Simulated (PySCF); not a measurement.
# BrGeH5O2Si: the cost of one run

Programs: PySCF 2.14.0. All values are calculated, for the isolated system unless a continuum is named. Atoms count from 0, parts from 1.

## 1. Starting point

Each species was relaxed by itself at GFN2-xTB.

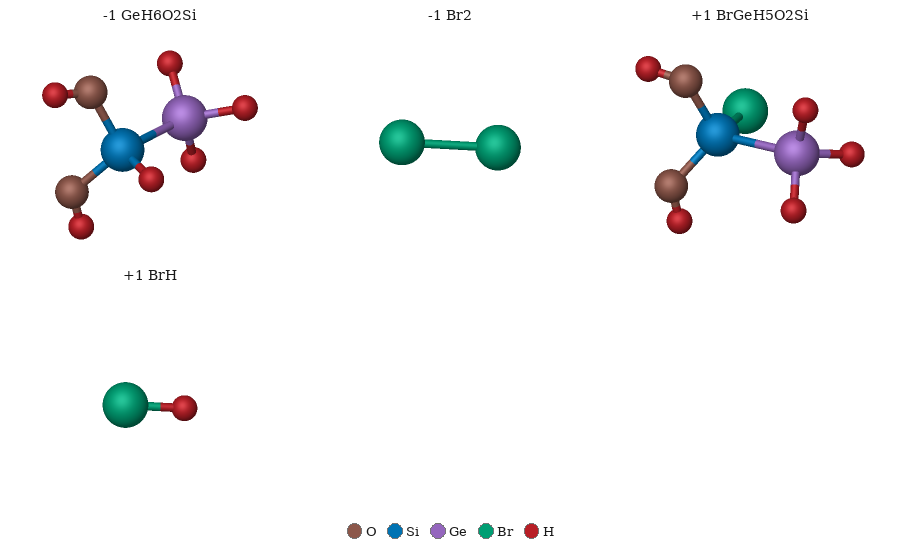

The species at one scale (oxygen brown, silicon blue, germanium purple, bromine teal, hydrogen red).

## 2. Reaction energy: PBE0-D3(BJ)/def2-SVPD

The job: settings as JSON, then the geometry in Å.

```
{"job": {"kind": "react", "xc": "PBE0", "basis": "def2-SVPD", "disp": "d3bj"}, "charge": 0, "multiplicity": 1}
-1 GeH6O2Si charge 0 multiplicity 1
O      0.164740     1.826860    -0.626880
Si    -0.246600     0.656750     0.408080
O     -1.866590     0.509570     0.301080
Ge     0.905630    -1.211130    -0.342420
H     -0.379800     2.605730    -0.706910
H      0.081320     1.039640     1.785030
H     -2.319550    -0.202400     0.740840
H      1.279820    -1.262080    -1.790330
H      0.177010    -2.512810    -0.133980
H      2.204020    -1.450120     0.365490

-1 Br2 charge 0 multiplicity 1
Br     1.140650     0.004120    -0.008290
Br    -1.140650    -0.004120     0.008290

+1 BrGeH5O2Si charge 0 multiplicity 1
O      0.481640     1.111000     1.497390
Si    -0.313080     0.600510     0.196970
O     -1.841540     0.302400     0.644040
Ge     0.901400    -1.177920    -0.628480
Br    -0.409330     2.248100    -1.307820
H      0.111870     1.741990     2.111250
H     -2.524530     0.064850     0.024100
H      1.251970    -1.017120    -2.073230
H      0.152560    -2.471850    -0.548580
H      2.189040    -1.401960     0.084370

+1 BrH charge 0 multiplicity 1
Br     0.700730     0.003960    -0.007970
H     -0.700730    -0.003960     0.007970
```

Level: PBE0-D3(BJ)/def2-SVPD reaction energy of separated species, gas phase.

Command:

```sh
> OMP_NUM_THREADS=1 python cluster_run.py task.json out
```

One launch serves the whole session: the jobs run in the order shown.

**Question.** How long does this first job take on 1 thread of Arm Neoverse V2, shared host, and how much memory does it need?

About 22 s, with a peak of 0.68 GiB.
